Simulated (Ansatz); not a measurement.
# HSE06/STO-3G run of HBr (SMILES Br)

Aim: the electronic atomisation energy of HBr at HSE06/STO-3G, from 3 runs. 

The results are computed with Ansatz 0.2.0.

35 further runs of the same task are left out: 4 that didn't finish, 31 set aside as unsound or not needed.

### 1 The structure to begin with

HBr: 2 atoms, total charge 0, spin state singlet. SMILES: `Br`. The shape is that of a GFN2-xTB optimisation.

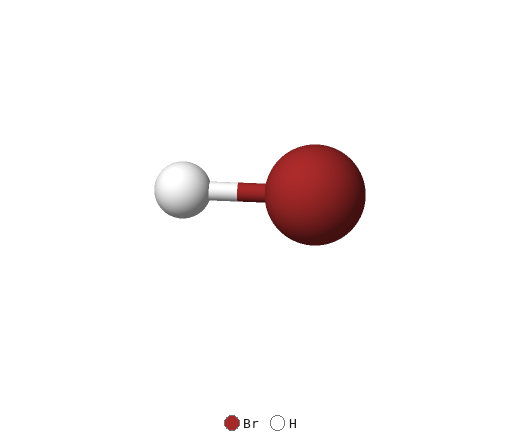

Viewed from a chosen angle; bromine red, hydrogen white.

### 2 A single-point energy at HSE06/STO-3G

in.yaml reads:

```yaml
crystal:
  periodic: [false, false, false]
  atoms:
    - {symbol: Br, position_ang: [-0.594900, 0.214950, -0.300840]}
    - {symbol: H, position_ang: [0.594900, -0.214950, 0.300840]}
basis:
  gaussian: {orbitals: STO-3G}
hamiltonian: {xc: {name: HSE06}}
accuracy: high
```

Started as:

```bash
$ ansatz run in.yaml --threads 1 --pin off --max-ram 2610MiB --events-out events.jsonl --progress --plain --runs-dir runs
```

The log of the run:

```text
Warning: RAYON_NUM_THREADS=1 ignored (pool sized by the plan → 1); use --threads N
Functional definition: HSE06
  name "HSE06"
  parameter a = 0.25
  parameter omega = 0.11/bohr
  exchange = pbe_x - a*pbe_x_sr(omega) + a*exact_x_sr(omega)
  correlation = pbe_c
211 factors; integrals over basis functions are off by at most 9.3e-9 eV
32 factors; integrals over basis functions are off by at most 8.2e-10 eV
mean field evaluation 1: about -69289.8416 eV, gradient 6.9e0 eV
mean field evaluation 2: about -69290.0102 eV, gradient 4.0e0 eV
mean field evaluation 4: about -69290.0901 eV, gradient 2.8e-2 eV
mean field evaluation 8: about -69290.0884 eV, gradient 2.7e-5 eV
mean field -69290.08843149 eV, -2546.3637833483 hartree, gradient 1.5e-9 eV, S^2 0.000000; 0 other end points of the search recorded, 0 dependent functions left out
reference -69290.08843264 eV, -2546.3637833908 hartree; 18, 18 occupied and 1, 1 virtual orbitals, 211 factors
Total energy: -69290.08843264 eV, -2546.3637833908 hartree
```

Wall time 0.7 s (1 thread of Arm Neoverse V1, shared host).

### 3 The Br atom at the same level

input.yaml reads:

```yaml
crystal:
  periodic: [false, false, false]
  atoms:
    - {symbol: Br, position_ang: [0.000000, 0.000000, 0.000000]}
basis:
  gaussian: {orbitals: STO-3G}
magnetization: {spin_polarized: true, initial_magnetization: 1}
hamiltonian: {xc: hse06}
accuracy: high
```

Run the same way, it converges to -2545.72907 Eh (log not shown).

### 4 The H atom, same level

input.yaml reads:

```yaml
crystal:
  periodic: [false, false, false]
  atoms:
    - {symbol: H, position_ang: [0.000000, 0.000000, 0.000000]}
basis:
  gaussian: {orbitals: STO-3G}
hamiltonian: {xc: {name: HSE06}}
magnetization: {spin_polarized: true, initial_magnetization: 1}
accuracy: high
```

Run the same way, it converges to -0.46620 Eh (log not shown).

### 5 What came out

At HSE06/STO-3G:

| quantity | value |
| --- | --- |
| molecule: total energy | -2546.36378 Eh |
| Br atom: total energy | -2545.72907 Eh |
| Br atom: ⟨S²⟩ | 0.750 |
| H atom: total energy | -0.46620 Eh |
| H atom: ⟨S²⟩ | 0.750 |
| electronic atomisation energy | 4.585 eV |

What this shows: Taking the molecule apart into free atoms costs 4.59 eV (442 kJ/mol), before zero-point energy and without spin-orbit coupling. In a minimal basis such a difference can be off by several eV, whatever the method.
